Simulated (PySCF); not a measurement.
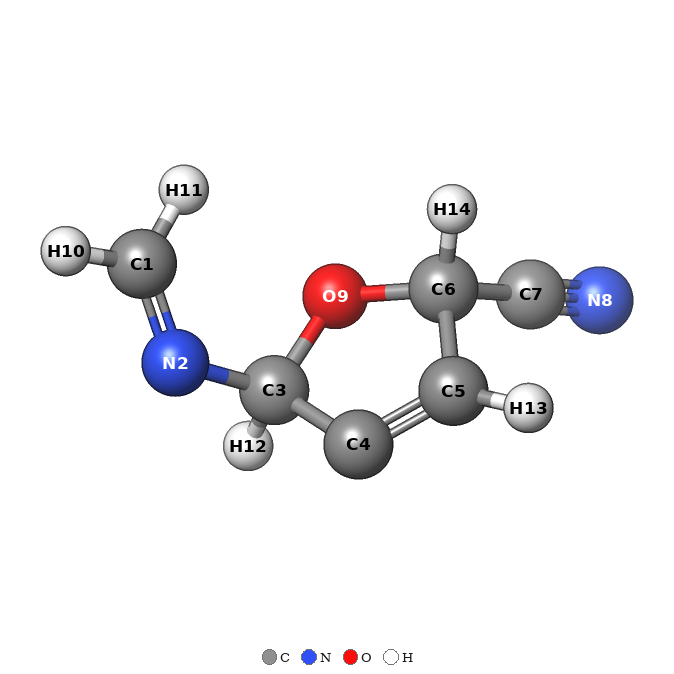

Charge 0, doublet. The computed structure is the end point of a GFN2-xTB optimisation. No frequency run is at hand to confirm it as a minimum. Method: UKS B3LYP, pcH-1 on C H N O, non-relativistic (PySCF 2.14.0). Fermi-contact and spin-dipolar terms alone, no spin-orbit part.

**Which nucleus has the largest dipolar (anisotropic) hyperfine coupling?**

13C at C4: principal values −78.2, −56.7, 134.9 MHz.

List the isotropic and dipolar parts for the most strongly coupled nuclei, one of each equivalent set.

| atom | isotope | a_iso (MHz) | dipolar part (MHz) |
| --- | --- | --- | --- |
| C4 | 13C | 478.4 | −78.2, −56.7, 134.9 |
| C5 | 13C | 30.5 | −21.3, 1.4, 19.9 |
| O9 | 17O | −2.8 | −14.1, 6.8, 7.3 |
| C6 | 13C | 76.2 | −7.6, −6.3, 13.9 |
| C3 | 13C | 52.8 | −7.3, −6.1, 13.4 |
| H12 | 1H | 4.9 | −6.9, −5.1, 12.0 |
| H13 | 1H | 40.6 | −6.0, −4.7, 10.7 |
| H14 | 1H | −10.3 | −4.0, −1.8, 5.8 |
